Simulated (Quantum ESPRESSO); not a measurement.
# SrCl2 (Fm-3m): from Born charge to LO-TO splitting

Aim: work out the LO frequency and the static dielectric constant of SrCl2 (Fm-3m) from one linear-response run, then check them.

Program: Quantum ESPRESSO 7.5. Level of theory: DFT LDA, scalar-relativistic, plane waves, PseudoDojo norm-conserving pseudopotentials. Results are calculated unless marked as measured.

**1. The relaxed structure**

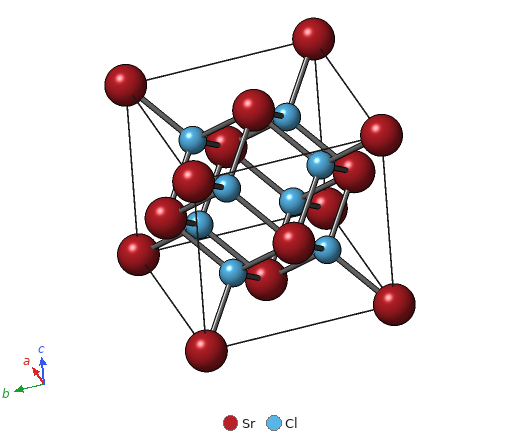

The cell as given, from a free direction (strontium red, chlorine blue). This picture shows the conventional cell, with its axes. Some periodic images of atoms are drawn too.

Structure file:

```xyz
3
Lattice="0.0000 3.3994 3.3994 3.3994 0.0000 3.3994 3.3994 3.3994 0.0000" Properties=species:S:1:pos:R:3 pbc="T T T"
Sr    0.0000    0.0000    0.0000
Cl    1.6997    1.6997    1.6997
Cl    5.0992    5.0992    5.0992
```

This is the cell after its relaxation at this level of theory, not the database cell from which that began.

**2. What the response run gave**

A linear-response run on the relaxed cell, with the response to an electric field; only its zone-centre results are used. Cutoff 68 Ry, k mesh 6×6×6.

Log:

```text
[banners, grids, parts of the stress and lines that vanish by symmetry left out]
Program PHONON v.7.5
     Reading xml data from directory:

[...]
Exchange-correlation= PW
                           (   1   4   0   0   0   0   0)
[...]
kinetic-energy cut-off    =      68.0000  Ry
     charge density cut-off    =     272.0000  Ry
     convergence threshold     =      1.0E-18
[...]
Exchange-correlation= PW
                           (   1   4   0   0   0   0   0)
[...]
q = (   0.0000000   0.0000000   0.0000000 )
     49 Sym.Ops. (with q -> -q+G )
     G cutoff =  568.6600  (  39957 G-vectors)     FFT grid: ( 48, 48, 48)
     number of k points=    16
[...]
Mode symmetry, O_h (m-3m)  point group:
[...]
Dielectric constant
[...]
End of electric fields calculation
          Dielectric constant in cartesian axis
          (       3.131718064      -0.000000000      -0.000000000 )
          (      -0.000000000       3.131718064       0.000000000 )
          (      -0.000000000       0.000000000       3.131718064 )
          Effective charges (d Force / dE) in cartesian axis without acoustic sum rule applied (asr)
           atom    1  Sr    Mean Z*:        2.48849
      Ex  (        2.48849        0.00000        0.00000 )
      Ey  (       -0.00000        2.48849       -0.00000 )
      Ez  (        0.00000       -0.00000        2.48849 )
           atom    2  Cl    Mean Z*:       -1.24507
      Ex  (       -1.24507        0.00000        0.00000 )
      Ey  (        0.00000       -1.24507       -0.00000 )
      Ez  (        0.00000        0.00000       -1.24507 )
           atom    3  Cl    Mean Z*:       -1.24507
      Ex  (       -1.24507        0.00000       -0.00000 )
      Ey  (        0.00000       -1.24507        0.00000 )
      Ez  (       -0.00000        0.00000       -1.24507 )
          Effective charges Sum: Mean:       -0.00166
[...]
Effective charges (d Force / dE) in cartesian axis with asr applied:
           atom    1  Sr    Mean Z*:        2.48904
[...]
atom    2  Cl    Mean Z*:       -1.24452
[...]
atom    3  Cl    Mean Z*:       -1.24452
[...]
Representation #   1 modes #   1   2   3
[...]
End of self-consistent calculation
     Convergence has been achieved
     Representation #   2 modes #   4   5   6
[...]
End of self-consistent calculation
     Convergence has been achieved
     Representation #   3 modes #   7   8   9
[...]
End of self-consistent calculation
     Convergence has been achieved
[...]
Dielectric constant in cartesian axis
          (       3.131718064      -0.000000000      -0.000000000 )
          (      -0.000000000       3.131718064       0.000000000 )
          (      -0.000000000       0.000000000       3.131718064 )
          Effective charges (d Force / dE) in cartesian axis without acoustic sum rule applied (asr)
           atom    1  Sr    Mean Z*:        2.48849
      Ex  (        2.48849        0.00000        0.00000 )
      Ey  (       -0.00000        2.48849       -0.00000 )
      Ez  (        0.00000       -0.00000        2.48849 )
           atom    2  Cl    Mean Z*:       -1.24507
      Ex  (       -1.24507        0.00000        0.00000 )
      Ey  (        0.00000       -1.24507       -0.00000 )
      Ez  (        0.00000        0.00000       -1.24507 )
           atom    3  Cl    Mean Z*:       -1.24507
      Ex  (       -1.24507        0.00000       -0.00000 )
      Ey  (        0.00000       -1.24507        0.00000 )
      Ez  (       -0.00000        0.00000       -1.24507 )
          Effective charges Sum: Mean:       -0.00166
[...]
Effective charges (d Force / dE) in cartesian axis with asr applied:
           atom    1  Sr    Mean Z*:        2.48904
[...]
atom    2  Cl    Mean Z*:       -1.24452
[...]
atom    3  Cl    Mean Z*:       -1.24452
[...]
q = (    0.000000000   0.000000000   0.000000000 )
[...]
freq (    1) =       0.011613 [THz] =       0.387374 [cm-1]
     freq (    2) =       0.011613 [THz] =       0.387374 [cm-1]
     freq (    3) =       0.011613 [THz] =       0.387374 [cm-1]
     freq (    4) =       4.657866 [THz] =     155.369674 [cm-1]
     freq (    5) =       4.657866 [THz] =     155.369674 [cm-1]
     freq (    6) =       4.657866 [THz] =     155.369674 [cm-1]
     freq (    7) =       5.743537 [THz] =     191.583765 [cm-1]
     freq (    8) =       5.743537 [THz] =     191.583765 [cm-1]
     freq (    9) =       5.743537 [THz] =     191.583765 [cm-1]
[...]
Mode symmetry, O_h (m-3m)  point group:
     freq (   1-   3) =          0.4  [cm-1]   --> T_1u G_15  G_4- I
     freq (   4-   6) =        155.4  [cm-1]   --> T_1u G_15  G_4- I
     freq (   7-   9) =        191.6  [cm-1]   --> T_2g G_25' G_5+ R

   JOB DONE.
```

```csv
quantity,value
cell volume Ω (Å³),78.569
mass of Sr (u),87.620
mass of Cl (u),35.450
"Born charge of Sr, raw (e)",2.489
"Born charge of Cl, raw (e)",-1.245
ε∞,3.132
ω(TO) after the sum rule (cm⁻¹),155.4
```

**3. The calculation**

The charges must sum to zero over the cell; taking off their mean, -0.001 e, leaves Z* = 2.489 e on Sr. In the polar mode Sr moves against the two Cl, so the reduced mass is μ = 87.62 × 70.90 / 158.52 = 39.189 u.

A longitudinal wave builds up a field that adds to the restoring force: ω(LO)² = ω(TO)² + 4π Z*² / (μ Ω ε∞), in Hartree atomic units. With μ = 71437 electron masses and Ω = 530.21 bohr³ the second term is 6.5634e-07 Ha², or 31615 cm⁻² (1 Ha = 219474.6 cm⁻¹).

So ω(LO) = √(24140 + 31615) = 236.1 cm⁻¹, and by the Lyddane-Sachs-Teller relation ε₀ = ε∞ (ω(LO)/ω(TO))² = 7.23.

**4. Check against the program**

The analysis program adds the same non-analytic term to the full matrix, here for q along (1 0 0).

Log:

```text
[banners, grids, parts of the stress and lines that vanish by symmetry left out]
[banner, memory and clock lines left out]
Program DYNMAT v.7.5

     Reading Dynamical Matrix from file g.dyn
     ...Force constants read
     ...epsilon and Z* read

     Polarizability (A^3 units)
     multiply by 0.584600 for Clausius-Mossotti correction
        13.328262   -0.000000   -0.000000
        -0.000000   13.328262    0.000000
        -0.000000    0.000000   13.328262

     IR activities are in (D/A)^2/amu units

# mode   [cm-1]    [THz]      IR
    1     -0.00   -0.0000    0.0000
    2      0.00    0.0000    0.0000
[...]
8    191.58    5.7435    0.0000
    9    236.12    7.0788    3.6473

[end of the log left out, with the tail of the file of modes that dynmat.x writes under the same name]
```

ε₀ comes from the program's run without a direction of q.

```csv
quantity,by hand,program
ω(LO) (cm⁻¹),236.1,236.1
ε₀,7.23,7.23
```

**5. Outcome**

```yaml
to_mode: 155.4 cm⁻¹
lo_mode: 236.1 cm⁻¹
static_dielectric_constant: 7.233
```

The LO mode of SrCl2 (Fm-3m) lies at 236 cm⁻¹, 81 cm⁻¹ above the TO mode; the formula meets the program within 0.1 cm⁻¹, as it must for a cubic crystal with one polar mode. ω(LO)² − ω(TO)² goes with Z*²/ε∞: an error of 5 % in ε∞ would move the LO mode by 3.2 cm⁻¹, and semilocal functionals tend to overestimate ε∞. These are harmonic values at zero temperature, at the volume of this functional, for the structure held cubic; stability elsewhere in the zone is no part of this calculation.

[Host names and launcher messages were left out of these logs when they were recorded.]

[Logs are printed without paths, hosts, clocks, repeated set-up lines and the standing remarks that a program may print on its own settings, such as how far it seeks lower states.]

[Hosts, paths, dates, database ids (printed as entryN), source tags and the programs' standing remarks are cut or masked in the printed files.]
